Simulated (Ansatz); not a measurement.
Results of RPBE (Ansatz, a first-principles code, PAW) for white tin (β-Sn).

Settings: plane-wave cutoff 520 eV, 20×20×20 k mesh, Fermi–Dirac smearing 0.05 eV, scalar-relativistic PAW data made under PBE.

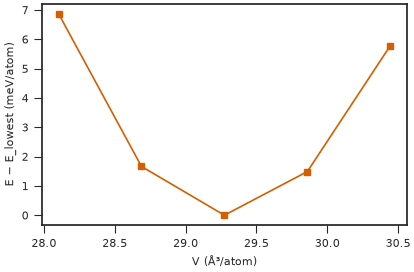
Total energy against volume

Task: From the curve, estimate the equilibrium volume and the bulk modulus.

Result: V0 ≈ 29.3 Å³/atom and B0 ≈ 43 GPa; the fit gives V0 = 29.278 Å³/atom, B0 = 43.1 GPa, B′ = 4.9.

Shape and atoms are relaxed at each volume.

Measured, for comparison: bulk modulus 57.0 GPa (temperature not stated, no zero-point or thermal correction; as tabulated in Chen et al. (2023), arXiv:2209.05059). Computed (rounded) less measured: bulk modulus -24 %.

Note: the bulk modulus comes from volumes at which shape and atoms were relaxed.

Spin–orbit coupling is not included.

Static lattice: no zero-point or thermal effects.
